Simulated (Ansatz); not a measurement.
## ZrH$_{2}$ClF$_{3}$: geometry relaxation

- system: ZrH$_{2}$ClF$_{3}$
- method: RKS PBE/def2-SVP (Ansatz 0.2.0)

The input holds or restrains some coordinates. It belongs to a series of runs on one base structure; here: pulled along the bonds that form and break, towards end A. Figures and captions count atoms from 1; the log counts them from 0 in places.

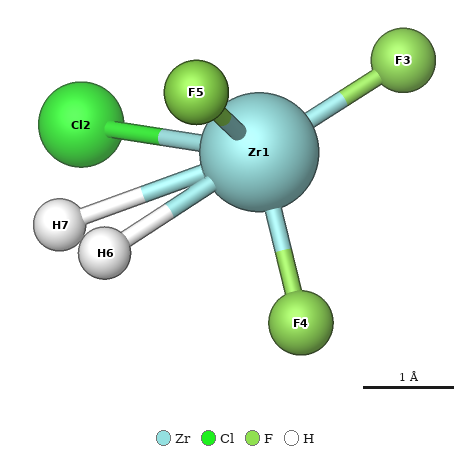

The input geometry (ball-and-stick view, seen at a tilt; atoms are numbered from 1 in the order of the input). Sticks mark near contacts. Bond lengths as drawn: Cl–Zr 2.87 Å, F–Zr 1.98 Å and H–Zr 2.15 to 2.41 Å.

Input
```yaml
crystal:
  periodic: [false, false, false]
  atoms:
    - { symbol: Zr, position_ang: [0.0, 0.0, 0.0] }
    - { symbol: Cl, position_ang: [0.0, 0.0, 2.87] }
    - { symbol: F, position_ang: [1.8671, 0.0, -0.6593] }
    - { symbol: F, position_ang: [-0.9326, 1.6157, -0.6593] }
    - { symbol: F, position_ang: [-0.9326, -1.6157, -0.6593] }
    - { symbol: H, position_ang: [-2.0403, 0.0, 0.6779] }
    - { symbol: H, position_ang: [-1.6936, 0.0, 1.7104] }
basis:
  gaussian: { orbitals: def2-SVP }
hamiltonian:
  xc: pbe
relax:
  f_tol: 0.15
  max_steps: 25
  restrain:
    - { distance: [0, 5], at: 3.05, k: 30.0 }
    - { distance: [6, 1], at: 2.57, k: 30.0 }
    - { distance: [0, 1], at: 2.52, k: 30.0 }
    - { distance: [6, 5], at: 0.66, k: 30.0 }
output:
  orbitals: {}
```

Hardware: 2 threads of Arm Neoverse V1, 24 GiB of memory available, shared host.

Launch command:
```bash
ansatz run input.yaml --threads 2 --pin off --max-ram 3072MiB --backend cpu --events-out ev --progress --plain --runs-dir out
```

The program's output
```
The last accepted step is kept in [file] (removed where the run ends without a failure and the disk answers)
Engine: ansatz 0.2.0, aarch64-unknown-linux-gnu
Functional definition: PBE
  parameter kappa = 0.804
  parameter beta = 0.06672455060314922
  exchange = pbe_x(kappa = kappa, mu = beta*pi^2/3)
  correlation = pbe_c(beta = beta)
1033 factors; their error is unknown
mean field evaluation 1: about -21963.1016 eV, gradient 6.3e1 eV
mean field evaluation 2: about -21777.2849 eV, gradient 3.3e2 eV
mean field evaluation 4: about -21969.2259 eV, gradient 2.0e1 eV
mean field evaluation 8: about -21969.9742 eV, gradient 1.8e-1 eV
mean field evaluation 16: about -21969.9227 eV, gradient 4.6e-4 eV
mean field -21969.92269672 eV, -807.3797673561 hartree, gradient 3.3e-5 eV, S^2 0.000000; 0 other end points of the search recorded, 0 dependent functions left out
the calculation of the forces begins
reference -21969.92277510 eV, -807.3797702362 hartree; 29, 29 occupied and 72, 72 virtual orbitals, 1033 factors
relax step   1: F+E_penalty+E_count = -21969.92269672 eV  Δ(F+E_penalty+E_count) = +0.000e0 eV  max|allowed force component| = 3.194e0 eV/Å  E_restraint = 20.76725133 eV  max|allowed force component, restraints' pulls added| = 2.467e1 eV/Å  Δτ_max = 0.0000 Å  (32 SCF iters, accepted)
  distance Zr 0 - H 5 = 2.1500 Å
  distance H 6 - Cl 1 = 2.0525 Å
  distance Zr 0 - Cl 1 = 2.8700 Å
  distance H 6 - H 5 = 1.0892 Å
these checks for a lower state are left out or cut short: starts, cluster_reference, orbital_swaps, neighbouring_geometries, increment
1033 factors; their error is unknown
mean field -21970.62383595 eV, -807.4055337474 hartree, gradient 1.9e-5 eV, S^2 0.000000; 0 other end points of the search recorded, 0 dependent functions left out
the calculation of the forces begins
reference -21970.62391373 eV, -807.4055366059 hartree; 29, 29 occupied and 72, 72 virtual orbitals, 1033 factors
relax step   2: F+E_penalty+E_count = -21970.62383595 eV  Δ(F+E_penalty+E_count) = -7.011e-1 eV  max|allowed force component| = 4.002e0 eV/Å  E_restraint = 9.05604971 eV  max|allowed force component, restraints' pulls added| = 1.390e1 eV/Å  Δτ_max = 0.1949 Å  (38 SCF iters, accepted)
  distance Zr 0 - H 5 = 2.4363 Å
  distance H 6 - Cl 1 = 2.2400 Å
  distance Zr 0 - Cl 1 = 2.7928 Å
  distance H 6 - H 5 = 0.8691 Å
these checks for a lower state are left out or cut short: starts, cluster_reference, orbital_swaps, neighbouring_geometries, increment
1033 factors; their error is unknown
mean field evaluation 32: about -21971.0021 eV, gradient 3.7e-1 eV
mean field -21970.95511607 eV, -807.4177080674 hartree, gradient 2.2e-5 eV, S^2 0.000000; 0 other end points of the search recorded, 0 dependent functions left out
the calculation of the forces begins
reference -21970.95519373 eV, -807.4177109214 hartree; 29, 29 occupied and 72, 72 virtual orbitals, 1033 factors
relax step   3: F+E_penalty+E_count = -21970.95511607 eV  Δ(F+E_penalty+E_count) = -3.313e-1 eV  max|allowed force component| = 5.652e0 eV/Å  E_restraint = 2.30389628 eV  max|allowed force component, restraints' pulls added| = 9.747e0 eV/Å  Δτ_max = 0.1914 Å  (36 SCF iters, accepted)
  distance Zr 0 - H 5 = 2.7070 Å
  distance H 6 - Cl 1 = 2.4481 Å
  distance Zr 0 - Cl 1 = 2.6493 Å
  distance H 6 - H 5 = 0.7259 Å
these checks for a lower state are left out or cut short: starts, cluster_reference, orbital_swaps, neighbouring_geometries, increment
1033 factors; their error is unknown
mean field -21971.52082334 eV, -807.4384974259 hartree, gradient 1.7e-5 eV, S^2 0.000000; 0 other end points of the search recorded, 0 dependent functions left out
the calculation of the forces begins
reference -21971.52090081 eV, -807.4385002729 hartree; 29, 29 occupied and 72, 72 virtual orbitals, 1033 factors
relax step   4: F+E_penalty+E_count = -21971.52082334 eV  Δ(F+E_penalty+E_count) = -5.657e-1 eV  max|allowed force component| = 3.802e0 eV/Å  E_restraint = 0.28666529 eV  max|allowed force component, restraints' pulls added| = 4.273e0 eV/Å  Δτ_max = 0.1949 Å  (32 SCF iters, accepted)
  distance Zr 0 - H 5 = 2.9232 Å
  distance H 6 - Cl 1 = 2.5468 Å
  distance Zr 0 - Cl 1 = 2.5223 Å
  distance H 6 - H 5 = 0.7100 Å
these checks for a lower state are left out or cut short: starts, cluster_reference, orbital_swaps, neighbouring_geometries, increment
1033 factors; their error is unknown
mean field -21971.87354358 eV, -807.4514596559 hartree, gradient 1.9e-5 eV, S^2 0.000000; 0 other end points of the search recorded, 0 dependent functions left out
the calculation of the forces begins
reference -21971.87362153 eV, -807.4514625205 hartree; 29, 29 occupied and 72, 72 virtual orbitals, 1033 factors
relax step   5: F+E_penalty+E_count = -21971.87354358 eV  Δ(F+E_penalty+E_count) = -3.527e-1 eV  max|allowed force component| = 1.233e0 eV/Å  E_restraint = 0.09943114 eV  max|allowed force component, restraints' pulls added| = 3.825e-1 eV/Å  Δτ_max = 0.2000 Å  (32 SCF iters, accepted)
  distance Zr 0 - H 5 = 3.0390 Å
  distance H 6 - Cl 1 = 2.5805 Å
  distance Zr 0 - Cl 1 = 2.4802 Å
  distance H 6 - H 5 = 0.7294 Å
these checks for a lower state are left out or cut short: starts, cluster_reference, orbital_swaps, neighbouring_geometries, increment
1033 factors; their error is unknown
mean field -21971.87184060 eV, -807.4513970723 hartree, gradient 1.8e-5 eV, S^2 0.000000; 0 other end points of the search recorded, 0 dependent functions left out
the calculation of the forces begins
reference -21971.87191850 eV, -807.4513999353 hartree; 29, 29 occupied and 72, 72 virtual orbitals, 1033 factors
relax step   6: F+E_penalty+E_count = -21971.87184060 eV  Δ(F+E_penalty+E_count) = +1.703e-3 eV  max|allowed force component| = 1.373e0 eV/Å  E_restraint = 0.08698031 eV  max|allowed force component, restraints' pulls added| = 6.113e-2 eV/Å  Δτ_max = 0.0977 Å  (28 SCF iters, accepted)
  distance Zr 0 - H 5 = 3.0478 Å
  distance H 6 - Cl 1 = 2.5760 Å
  distance Zr 0 - Cl 1 = 2.4778 Å
  distance H 6 - H 5 = 0.7231 Å
1033 factors; their error is unknown
mean field evaluation 64: about -21971.8718 eV, gradient 1.8e-5 eV
```

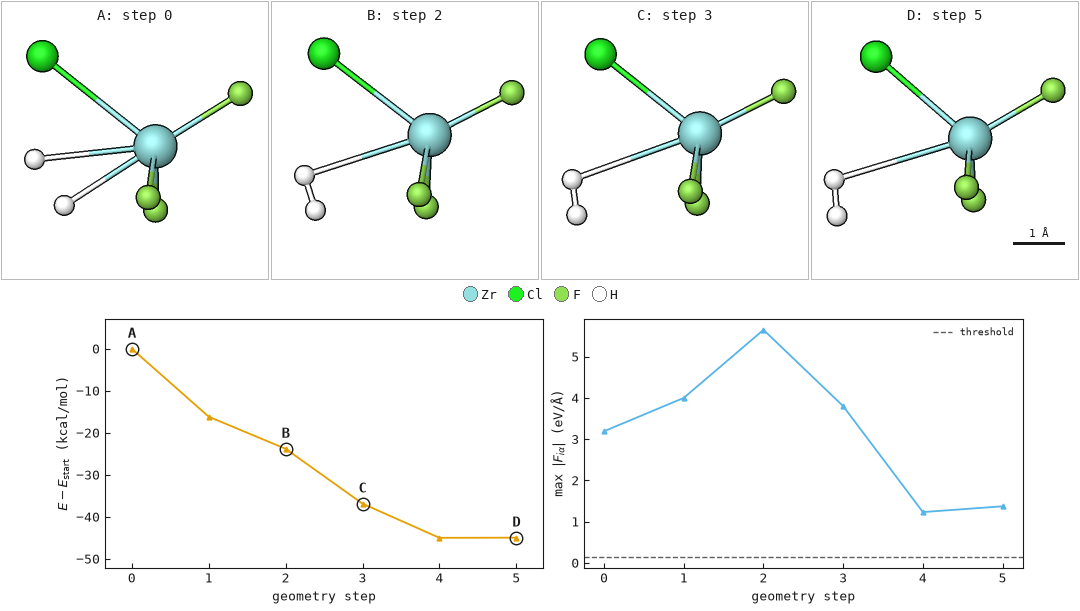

Frames of the restrained relaxation (ball-and-stick view, seen on its broad side) above the curves, on which the letters mark them (the first geometry is step 0 here and step 1 in the log).

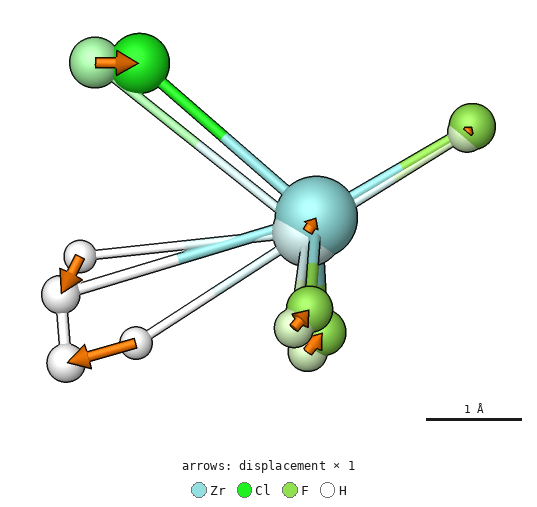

Start (faint) and end (solid) with the displacements as orange arrows, at true length (ball-and-stick view, seen on its broad side). The two geometries are laid on each other by the best rigid fit. The energy falls by 44.9 kcal/mol in 5 geometry steps. Largest force component: 3.2 eV/Å at the start, 1.4 eV/Å at the end. The largest move after the best rigid fit is that of H6, 0.77 Å. By element the largest moves are H 0.77 Å, Cl 0.47 Å, F 0.27 Å, Zr 0.18 Å. Distances before and after: Zr1–H6 2.150 → 3.048 Å, Zr1–H7 2.407 → 2.811 Å, Zr1–Cl2 2.870 → 2.478 Å, H6–H7 1.089 → 0.723 Å. New bonds form: H6–H7 (1.09 → 0.72 Å). Bonds break: Zr1–H6 (2.15 → 3.05 Å). Among the angles that change: Cl2–Zr1–H7 44.7° → 57.9°, F3–Zr1–H7 154.2° → 166.6°, F5–Zr1–H7 84.6° → 80.3°. (Atoms are counted from 1 in the order of the input.)

```
mean field -21971.87184060 eV, -807.4513970723 hartree, gradient 1.8e-5 eV, S^2 0.000000; 1 other end points of the search recorded, 0 dependent functions left out
the calculation of the forces begins
reference -21971.87191850 eV, -807.4513999353 hartree; 29, 29 occupied and 72, 72 virtual orbitals, 1033 factors
Total energy: -21971.87191850 eV, -807.4513999353 hartree
Atom 0 at     0.182057    -0.000129     0.027139 Å, force    -0.003179     0.000990     1.317508 eV/Å
Atom 1 at     0.272614     0.000069     2.503329 Å, force     0.148606    -0.001802    -1.197773 eV/Å
Atom 2 at     1.956833     0.000720    -0.645901 Å, force    -0.028512     0.000198     0.010460 eV/Å
Atom 3 at    -0.668009     1.552901    -0.660561 Å, force     0.003104     0.025242    -0.020298 eV/Å
Atom 4 at    -0.666000    -1.554218    -0.660575 Å, force     0.003403    -0.025400    -0.019979 eV/Å
Atom 5 at    -2.666984     0.010251     1.109792 Å, force    -1.373142     0.047704    -1.367744 eV/Å
Atom 6 at    -2.142510    -0.009594     1.607177 Å, force     1.249719    -0.046932     1.277827 eV/Å
Dipole moment:    -0.094759     0.000086    -0.104554 e Å
```

Trajectory as extended XYZ (Å, eV, eV/Å), 6 frames, from step=1 to step=6
```
7
Properties=species:S:1:pos:R:3:forces:R:3 step=1 energy=-21969.92270
Zr    0.0000    0.0000    0.0000   -0.9508   0.0000   0.7959
Cl    0.0000    0.0000    2.8700    0.1469   0.0000  -2.1892
F     1.8671    0.0000   -0.6593   -1.7063   0.0000   0.5778
F    -0.9326    1.6157   -0.6593    1.3007  -1.5370   0.3999
F    -0.9326   -1.6157   -0.6593    1.3007   1.5370   0.3999
H    -2.0403    0.0000    0.6779    0.4615   0.0000   3.1936
H    -1.6936    0.0000    1.7104   -0.5528   0.0000  -3.1778
7
Properties=species:S:1:pos:R:3:forces:R:3 step=2 energy=-21970.62384
Zr    0.1240    0.0000    0.0305   -4.0023   0.0000   1.2275
Cl    0.0762    0.0000    2.8229    0.5477   0.0000  -2.3665
F     1.8713    0.0000   -0.6605    0.2681   0.0000  -0.1299
F    -0.9149    1.5948   -0.6523    1.7266  -1.9649   0.7237
F    -0.9149   -1.5948   -0.6523    1.7266   1.9649   0.7237
H    -2.1845    0.0000    0.8089    0.6981   0.0000   1.7508
H    -1.7893    0.0000    1.5830   -0.9648   0.0000  -1.9293
7
Properties=species:S:1:pos:R:3:forces:R:3 step=3 energy=-21970.95512
Zr    0.2275    0.0000    0.0758   -5.6523   0.0000   1.2888
Cl    0.1814    0.0000    2.7247    0.5165   0.0000  -2.2396
F     1.8999    0.0000   -0.6722    1.7125   0.0000  -0.7143
F    -0.8740    1.5514   -0.6329    1.8364  -1.8896   0.8640
F    -0.8740   -1.5514   -0.6329    1.8364   1.8896   0.8640
H    -2.3485    0.0000    0.9075   -1.0543   0.0000  -1.5341
H    -1.9443    0.0000    1.5104    0.8049   0.0000   1.4711
7
Properties=species:S:1:pos:R:3:forces:R:3 step=4 energy=-21971.52082
Zr    0.2553    0.0000    0.0902   -3.8018   0.0000   0.8908
Cl    0.2515    0.0000    2.6125    0.3645   0.0000  -1.5922
F     1.9405    0.0000   -0.6828    1.1821   0.0000  -0.4658
F    -0.8071    1.5060   -0.6081    1.2299  -1.1135   0.5780
F    -0.8071   -1.5060   -0.6081    1.2299   1.1135   0.5780
H    -2.5285    0.0000    0.9823   -1.6911   0.0000  -1.8282
H    -2.0366    0.0000    1.4943    1.4866   0.0000   1.8393
7
Properties=species:S:1:pos:R:3:forces:R:3 step=5 energy=-21971.87354
Zr    0.1755   -0.0044    0.0405    0.1251   0.0976   1.2134
Cl    0.2833    0.0204    2.5182    0.1267  -0.0369  -1.2328
F     1.9527    0.0009   -0.6472   -0.2117  -0.0091   0.0819
F    -0.6842    1.5480   -0.6423    0.0492  -0.0330  -0.0003
F    -0.6845   -1.5536   -0.6451    0.0356  -0.0216  -0.0065
H    -2.6689    0.0670    1.1080   -1.2169   0.2924  -1.0721
H    -2.1059   -0.0784    1.5484    1.0920  -0.2894   1.0164
7
Properties=species:S:1:pos:R:3:forces:R:3 step=6 energy=-21971.87184
Zr    0.1821   -0.0001    0.0271   -0.0032   0.0010   1.3175
Cl    0.2726    0.0001    2.5033    0.1486  -0.0018  -1.1978
F     1.9568    0.0007   -0.6459   -0.0285   0.0002   0.0105
F    -0.6680    1.5529   -0.6606    0.0031   0.0252  -0.0203
F    -0.6660   -1.5542   -0.6606    0.0034  -0.0254  -0.0200
H    -2.6670    0.0103    1.1098   -1.3731   0.0477  -1.3677
H    -2.1425   -0.0096    1.6072    1.2497  -0.0469   1.2778
```

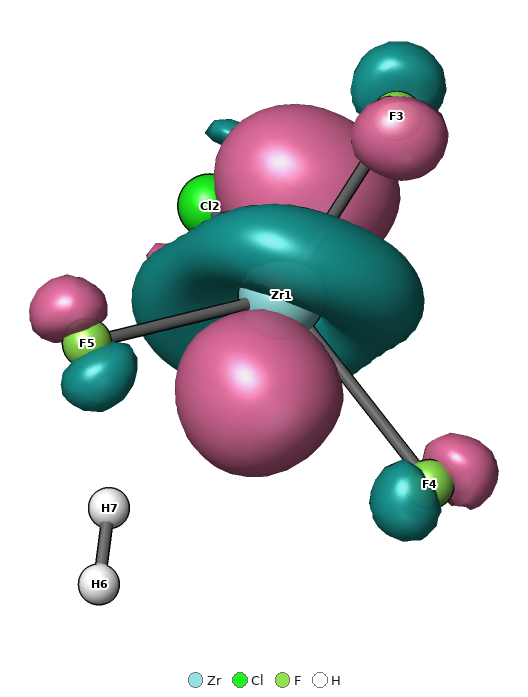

One frontier orbital at ±0.2 Å⁻³ᐟ² (teal and pink are the two phases), seen at an oblique angle. The LUMO, at −2.79 eV. It lies mainly on Zr1 (75 %).

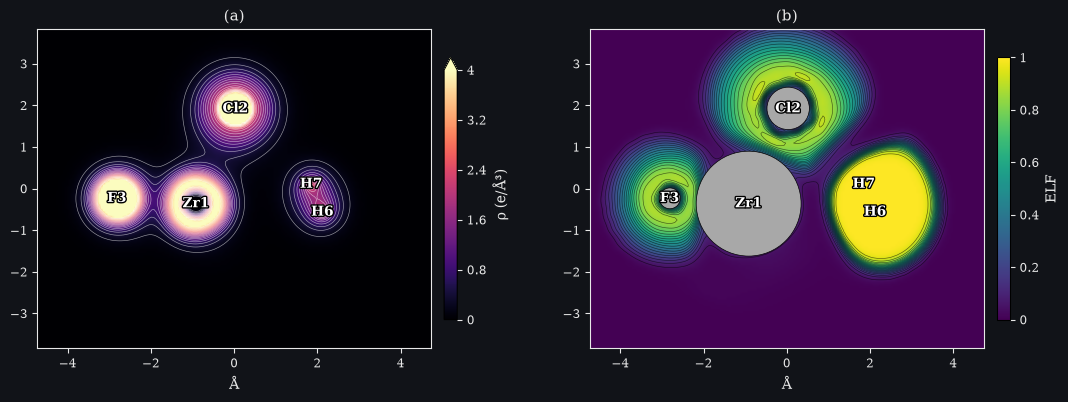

(a) electron density; (b) electron localisation function on the plane of atoms Cl2, Zr1 and F3. Grey discs, where drawn, cover atomic cores. The section cuts through Zr, Cl, F and H sites. Zr–F (1.90 Å): ρ is about 0.95 e/Å³ halfway; the ELF peaks at about 0.85 in the valence shell of F, 0.5 Å from its nucleus, and drops to about 0.25 between the two atoms. Zr–Cl (2.48 Å): ρ is about 0.46 e/Å³ halfway; the ELF peaks at about 0.90 in the valence shell of Cl, 0.8 Å from its nucleus, and is about 0.30 at the midpoint.

Key numbers

- outcome: converged under the restraints of the input
- total energy: −21971.8719 eV
- mean-field energy: −21971.8719 eV
- largest force (length of the vector) at the end, held atoms and coordinates included: 1.939 eV/Å
- wall time: 17 s (CPU time 33 s)
- peak memory: 0.14 GiB
